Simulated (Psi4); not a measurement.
## AlH3: geometry relaxation (part 4 of 4)

AlH3; SVWN-RPA/cc-pVTZ, RKS (Psi4 1.11). The atoms were displaced at random from an optimised geometry.

Geometry of the input (Å):
```
Al 0.0431  0.0491  -0.0001
H  0.5937  0.6782  1.2362
H  -1.2817  -0.7323  0.0179
H  0.7854  0.1174  -1.4220
```

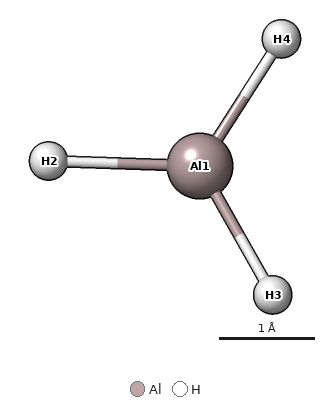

The geometry at step 2 of the log (ball-and-stick view, seen at an oblique angle; atoms are numbered from 1 in the order of the input).

## Log, continued
```
	 Z (Atomic Numbers)          Masses                          Geom
	      13.000000            26.981539         -0.00152003  0.00266607 -0.00096709
	       1.000000             1.007825          1.14345604  1.26611068  2.48627779
	       1.000000             1.007825         -2.59587703 -1.52215020  0.14242792
	       1.000000             1.007825          1.49311519  0.18466340 -2.60281474

	 - Coordinate -           - BOHR/RAD -       - ANG/DEG -
	 R(1,2)           =         3.015568           1.595770
	 R(1,3)           =         3.012692           1.594248
	 R(1,4)           =         3.006105           1.590762
	 B(2,1,3)         =         2.094122         119.984344
	 B(2,1,4)         =         2.094091         119.982558
	 B(3,1,4)         =         2.094393         119.999903
	 O(2,1,3,4)       =         0.031680           1.815135
	 O(3,1,2,4)       =        -0.031675          -1.814817
	 O(4,1,2,3)       =         0.031675           1.814850

	        --- Internal Coordinate Step in ANG or DEG, aJ/ANG or AJ/DEG ---
	-------------------------------------------------------------------------------
	           Coordinate      Previous         Force          Change          New
	           ----------      --------        ------          ------        ------
	               R(1,2)       1.59577       -0.00566       -0.00230       1.59347
	               R(1,3)       1.59425       -0.00261       -0.00115       1.59310
	               R(1,4)       1.59076        0.00445        0.00209       1.59285
	             B(2,1,3)     119.98434       -0.00000        0.00549     119.98983
	             B(2,1,4)     119.98256        0.00000        0.02348     120.00603
	             B(3,1,4)     119.99990        0.00000        0.00423     120.00413
	           O(2,1,3,4)       1.81513       -0.00004       -1.78796       0.02717
	           O(3,1,2,4)      -1.81482        0.00004        1.78764      -0.02717
	           O(4,1,2,3)       1.81485       -0.00004       -1.78768       0.02717
	-------------------------------------------------------------------------------

	                                 ==> Convergence Check <==

	Measures of convergence in internal coordinates in au.

	Criteria marked as inactive (o), active & met (*), and active & unmet ( ).

	----------------------------------------------------------------------------------------------
	   Step    Total Energy     Delta E     Max Force     RMS Force      Max Disp      RMS Disp
	----------------------------------------------------------------------------------------------
	  Convergence Criteria     1.00e-06 *    3.00e-04 *             o    1.20e-03 *             o
	----------------------------------------------------------------------------------------------
	     4    -243.41790879   -7.38e-04      6.88e-04      4.24e-04 o    3.12e-02      1.81e-02 o  ~
	----------------------------------------------------------------------------------------------

Next Geometry in Ang
	Fragment 1 (Ang)

	   Al   0.0051192900  -0.0089584687   0.0030774861
	    H   0.6018550150   0.6725904154   1.3140057987
	    H  -1.3750328523  -0.8013643832   0.0753679587
	    H   0.7887886301   0.1013726423  -1.3792620959

    Structure for next step:
    Molecular point group: c1
    Full point group: C1

    Geometry (in Angstrom), charge = 0, multiplicity = 1:

    AL          -0.000008495311     0.000017664873    -0.000029531170
    H            0.596727229698     0.681566548952     1.310898781468
    H           -1.380160637617    -0.792388249638     0.072260941481
    H            0.783660844773     0.110348775890    -1.382369113091

gradient() will perform analytic gradient computation.

  ==> Geometry <==

    Molecular point group: c1
    Full point group: C1

    Geometry (in Angstrom), charge = 0, multiplicity = 1:

       Center              X                  Y                   Z               Mass
    ------------   -----------------  -----------------  -----------------  -----------------
         AL          -0.000008495311     0.000017664873    -0.000029531170    26.981538530000
         H            0.596727229698     0.681566548952     1.310898781468     1.007825032230
         H           -1.380160637617    -0.792388249638     0.072260941481     1.007825032230
         H            0.783660844773     0.110348775890    -1.382369113091     1.007825032230

  Running in c1 symmetry.

  Rotational constants: A =      4.39425  B =      4.39280  C =      2.19676 [cm^-1]
  Rotational constants: A = 131736.42976  B = 131692.97605  C =  65857.35262 [MHz]
  Nuclear repulsion =   13.529574938939454

  Charge       = 0
  Multiplicity = 1
  Electrons    = 16
  Nalpha       = 8
  Nbeta        = 8

   => Molecular Quadrature <=

    Radial Scheme          =       TREUTLER
    Pruning Scheme         =           NONE
    Nuclear Scheme         =       TREUTLER

    Blocking Scheme        =         OCTREE
    BS radius alpha        =              1
    Pruning alpha          =              1
    Radial Points          =             75
    Spherical Points       =            302
    Total Points           =          87853
    Total Blocks           =            716
    Max Points             =            256
    Max Functions          =             76
    Weights Tolerance      =       1.00E-15

   => Auxiliary Basis Set <=

  Basis Set: (CC-PVTZ AUX)
    Blend: CC-PVTZ-JKFIT
    Number of shells: 67
    Number of basis functions: 211
    Number of Cartesian functions: 250
    Spherical Harmonics?: true
    Max angular momentum: 4

  Cached 100.0% of DFT collocation blocks in 0.044 [GiB].

  Minimum eigenvalue in the overlap matrix is 3.4814069231E-03.
  Reciprocal condition number of the overlap matrix is 7.4899686677E-04.
    Using symmetric orthogonalization.

  ==> Iterations <==

                           Total Energy        Delta E     RMS |[F,P]|

   @DF-RKS iter   0:  -243.41809569861834   -2.43418e+02   1.16703e-04
   @DF-RKS iter   1:  -243.41793378111879    1.61917e-04   1.74000e-05 DIIS
   @DF-RKS iter   2:  -243.41793446907579   -6.87957e-07   1.41588e-05 DIIS
   @DF-RKS iter   3:  -243.41793578129833   -1.31222e-06   3.08414e-07 DIIS
   @DF-RKS iter   4:  -243.41793578177686   -4.78536e-10   1.09631e-07 DIIS
   @DF-RKS iter   5:  -243.41793578186045   -8.35882e-11   1.02471e-08 DIIS
   @DF-RKS iter   6:  -243.41793578186130   -8.52651e-13   9.47561e-10 DIIS
  Energy and wave function converged.

  ==> Post-Iterations <==

   Electrons on quadrature grid:
      Ntotal   =   15.9999992692 ; deviation = -7.308e-07

    Orbital Energies [Eh]
    ---------------------

    Doubly Occupied:

       1A    -55.153597     2A     -3.929531     3A     -2.566505
       4A     -2.555677     5A     -2.555676     6A     -0.398604
       7A     -0.285909     8A     -0.285862

    Virtual:

       9A     -0.117827    10A     -0.009032    11A      0.009855
      12A      0.009891    13A      0.070526    14A      0.098826
      15A      0.098833    16A      0.114473    17A      0.114490
      18A      0.155828    19A      0.221214    20A      0.257854
      21A      0.257898    22A      0.327355    23A      0.398262
      24A      0.398321    25A      0.522721    26A      0.584526
      27A      0.584532    28A      0.596507    29A      0.649143
      30A      0.649164    31A      0.696912    32A      0.718133
      33A      0.718156    34A      0.803062    35A      0.803134
      36A      0.897093    37A      0.938010    38A      0.938104
      39A      0.987102    40A      1.044802    41A      1.044896
      42A      1.193148    43A      1.353849    44A      1.418661
      45A      1.418971    46A      1.864565    47A      1.960790
      48A      1.961113    49A      2.020568    50A      2.677345
      51A      2.677497    52A      2.753134    53A      3.094884
      54A      3.170282    55A      3.170307    56A      3.217293
      57A      3.217383    58A      3.255135    59A      3.303923
      60A      3.309876    61A      3.309932    62A      3.389376
      63A      3.389506    64A      3.443508    65A      3.631484
      66A      3.631583    67A      3.668042    68A      3.792699
      69A      3.855205    70A      3.855302    71A      3.879661
      72A      3.879730    73A      4.217597    74A      4.323967
      75A      4.421683    76A      4.421960

    Final Occupation by Irrep:
              A
    DOCC [     8 ]
    NA   [     8 ]
    NB   [     8 ]

  @DF-RKS Final Energy:  -243.41793578186130

   => Energetics <=

    Nuclear Repulsion Energy =             13.5295749389394544
    One-Electron Energy =                -365.4976991094160326
    Two-Electron Energy =                 127.4393140293382771
    DFT Exchange-Correlation Energy =     -18.8891256407229946
    Empirical Dispersion Energy =           0.0000000000000000
    VV10 Nonlocal Energy =                  0.0000000000000000
    Total Energy =                       -243.4179357818613028

Computation Completed

Properties will be evaluated at   0.000000,   0.000000,   0.000000 [a0]

Properties computed using the SCF density matrix

 Multipole Moments:

 ------------------------------------------------------------------------------------
     Multipole            Electronic (a.u.)      Nuclear  (a.u.)        Total (a.u.)
 ------------------------------------------------------------------------------------

 L = 1.  Multiply by 2.5417464519 to convert [e a0] to [Debye]
 Dipole X            :         -0.0003494            0.0002211           -0.0001283
 Dipole Y            :          0.0007250           -0.0004597            0.0002653
 Dipole Z            :         -0.0013378            0.0007686           -0.0005692
 Magnitude           :                                                    0.0006410

 ------------------------------------------------------------------------------------

	total time  =          2 seconds =       0.03 minutes

         ------------------------------------------------------------
                                   SCF GRAD
         ------------------------------------------------------------

  ==> Geometry <==

    Molecular point group: c1
    Full point group: C1

    Geometry (in Angstrom), charge = 0, multiplicity = 1:

       Center              X                  Y                   Z               Mass
    ------------   -----------------  -----------------  -----------------  -----------------
         AL          -0.000008495311     0.000017664873    -0.000029531170    26.981538530000
         H            0.596727229698     0.681566548952     1.310898781468     1.007825032230
         H           -1.380160637617    -0.792388249638     0.072260941481     1.007825032230
         H            0.783660844773     0.110348775890    -1.382369113091     1.007825032230

  Nuclear repulsion =   13.529574938939454

   => Molecular Quadrature <=

    Radial Scheme          =       TREUTLER
    Pruning Scheme         =           NONE
    Nuclear Scheme         =       TREUTLER

    Blocking Scheme        =         OCTREE
    BS radius alpha        =              1
    Pruning alpha          =              1
    Radial Points          =             75
    Spherical Points       =            302
    Total Points           =          87853
    Total Blocks           =            716
    Max Points             =            256
    Max Functions          =             76
    Weights Tolerance      =       1.00E-15

  -Total Gradient:
     Atom            X                  Y                   Z
    ------   -----------------  -----------------  -----------------
       1       -0.000011027899    -0.000014003169    -0.000135002854
       2        0.000045712984     0.000044974982     0.000106802916
       3       -0.000025776521    -0.000023901826     0.000000401298
       4       -0.000014211830    -0.000012068107     0.000020222541

	total time  =          1 seconds =       0.02 minutes

    			-----------------------------------------

    			 OPTKING 3.0: for geometry optimizations

    			        with contributions from

    			-----------------------------------------

	                            ===> Fragment 1 <==

	 Z (Atomic Numbers)          Masses                          Geom
	      13.000000            26.981539         -0.00001605  0.00003338 -0.00005581
	       1.000000             1.007825          1.12765104  1.28797411  2.47723968
	       1.000000             1.007825         -2.60812561 -1.49739678  0.13655339
	       1.000000             1.007825          1.48090437  0.20852896 -2.61229903

	 - Coordinate -           - BOHR/RAD -       - ANG/DEG -
	 R(1,2)           =         3.011215           1.593466
	 R(1,3)           =         3.010514           1.593095
	 R(1,4)           =         3.010052           1.592851
	 B(2,1,3)         =         2.094218         119.989830
	 B(2,1,4)         =         2.094500         120.006034
	 B(3,1,4)         =         2.094467         120.004129
	 O(2,1,3,4)       =         0.000474           0.027173
	 O(3,1,2,4)       =        -0.000474          -0.027174
	 O(4,1,2,3)       =         0.000474           0.027169

	        --- Internal Coordinate Step in ANG or DEG, aJ/ANG or AJ/DEG ---
	-------------------------------------------------------------------------------
	           Coordinate      Previous         Force          Change          New
	           ----------      --------        ------          ------        ------
	               R(1,2)       1.59347       -0.00104       -0.00041       1.59306
	               R(1,3)       1.59310       -0.00027       -0.00012       1.59297
	               R(1,4)       1.59285        0.00022        0.00011       1.59296
	             B(2,1,3)     119.98983        0.00000        0.00149     119.99132
	             B(2,1,4)     120.00603       -0.00000       -0.00400     120.00204
	             B(3,1,4)     120.00413        0.00000        0.00252     120.00664
	           O(2,1,3,4)       0.02717       -0.00000       -0.02757      -0.00040
	           O(3,1,2,4)      -0.02717        0.00000        0.02757       0.00040
	           O(4,1,2,3)       0.02717       -0.00000       -0.02757      -0.00040
	-------------------------------------------------------------------------------

	                                 ==> Convergence Check <==

	Measures of convergence in internal coordinates in au.

	Criteria marked as inactive (o), active & met (*), and active & unmet ( ).

	----------------------------------------------------------------------------------------------
	   Step    Total Energy     Delta E     Max Force     RMS Force      Max Disp      RMS Disp
	----------------------------------------------------------------------------------------------
	  Convergence Criteria     1.00e-06 *    3.00e-04 *             o    1.20e-03 *             o
	----------------------------------------------------------------------------------------------
	     5    -243.41793578   -2.70e-05      1.27e-04 *    4.49e-05 o    7.75e-04 *    3.95e-04 o  ~
	----------------------------------------------------------------------------------------------

Next Geometry in Ang
	Fragment 1 (Ang)

	   Al   0.0000636259  -0.0001298689   0.0001192112
	    H   0.5965591616   0.6814753989   1.3106287058
	    H  -1.3801092152  -0.7922574448   0.0723589519
	    H   0.7837053692   0.1104566549  -1.3823457903

    Final optimized geometry and variables:
    Molecular point group: c1
    Full point group: C1

    Geometry (in Angstrom), charge = 0, multiplicity = 1:

    AL          -0.000008495311     0.000017664873    -0.000029531170
    H            0.596727229698     0.681566548952     1.310898781468
    H           -1.380160637617    -0.792388249638     0.072260941481
    H            0.783660844773     0.110348775890    -1.382369113091

    Psi4 run time: 0:00:20.44

[set-up sections that repeat, and orbital energies of the middle runs, are left out above]
```

## Standard output
```
Optimizer: Optimization complete!
```

## Trajectory as extended XYZ (Å, eV, eV/Å), 5 frames, from step=0 to step=4
```
4
Properties=species:S:1:pos:R:3:forces:R:3 step=0 energy=-6623.63682
Al    0.0431    0.0491   -0.0001    0.0721  -0.3711  -1.5271
H     0.5937    0.6782    1.2362    0.6029   0.6796   1.2644
H    -1.2817   -0.7323    0.0179   -0.7094  -0.3826   0.1004
H     0.7854    0.1174   -1.4220    0.0345   0.0741   0.1625
4
Properties=species:S:1:pos:R:3:forces:R:3 step=1 energy=-6623.73508
Al    0.0436    0.0470   -0.0034   -0.0775  -0.0704  -0.2440
H     0.6267    0.7282    1.2998    0.0641   0.0516   0.1017
H    -1.3343   -0.7461    0.0297   -0.0418  -0.0178   0.0757
H     0.7926    0.1389   -1.4097    0.0550   0.0364   0.0664
4
Properties=species:S:1:pos:R:3:forces:R:3 step=2 energy=-6623.71867
Al    0.0382    0.0548   -0.0067    0.1535  -0.4006   0.0551
H     0.6772    0.6568    1.3242   -0.0705   0.1148  -0.0461
H    -1.2947   -0.8200    0.0635   -0.0570   0.1391   0.0121
H     0.8477    0.0733   -1.3785   -0.0257   0.1464  -0.0210
4
Properties=species:S:1:pos:R:3:forces:R:3 step=3 energy=-6623.73873
Al    0.0412    0.0477   -0.0062    0.0242  -0.0598   0.0693
H     0.6471    0.7163    1.3100   -0.0267   0.0067  -0.0339
H    -1.3316   -0.7592    0.0697    0.0011   0.0298  -0.0054
H     0.8322    0.1440   -1.3831    0.0013   0.0233  -0.0296
4
Properties=species:S:1:pos:R:3:forces:R:3 step=4 energy=-6623.73947
Al    0.0420    0.0463   -0.0057    0.0006   0.0007   0.0069
H     0.6388    0.7279    1.3052   -0.0024  -0.0023  -0.0055
H    -1.3381   -0.7461    0.0666    0.0013   0.0012   0.0000
H     0.8257    0.1566   -1.3881    0.0007   0.0006  -0.0010
```

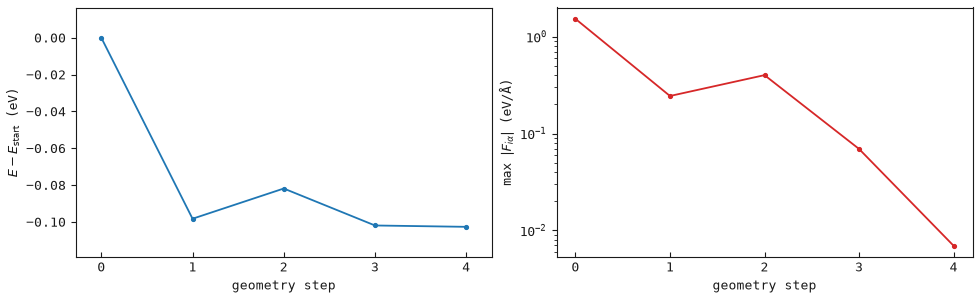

Progress of the relaxation, step by step (steps are counted from 0).

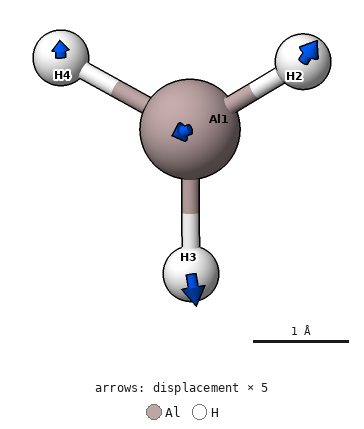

The starting structure with the displacements as blue arrows, magnified 5 times (ball-and-stick view, seen at a tilt). The two geometries are laid on each other by the best rigid fit. After 4 geometry steps the energy has fallen by 0.103 eV. Largest force component: 1.5 eV/Å at the start, 0.0069 eV/Å at the end. H3 moves most after the best rigid fit: 0.072 Å. By element the largest moves are H 0.072 Å, Al 0.048 Å. Among the contacts that change: Al1–H2 1.492 → 1.593 Å, Al1–H3 1.538 → 1.593 Å, Al1–H4 1.605 → 1.593 Å. Among the angles that change: H3–Al1–H4 115.5° → 120.0°, H2–Al1–H4 123.0° → 120.0°. (Atoms are counted from 1 in the order of the input.)

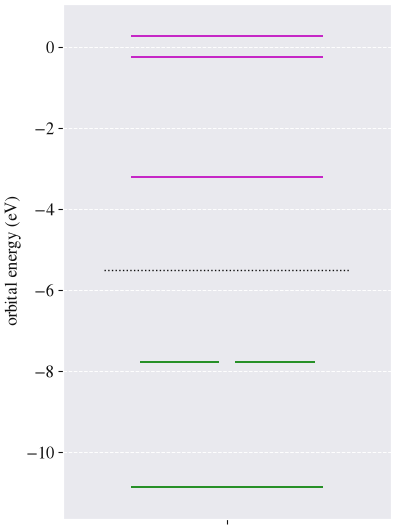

Orbital energies near the frontier; the dotted line parts filled from empty levels, and levels within 0.02 eV of each other stand side by side. Highest filled −7.78 eV, lowest empty −3.21 eV, 4.57 eV apart.
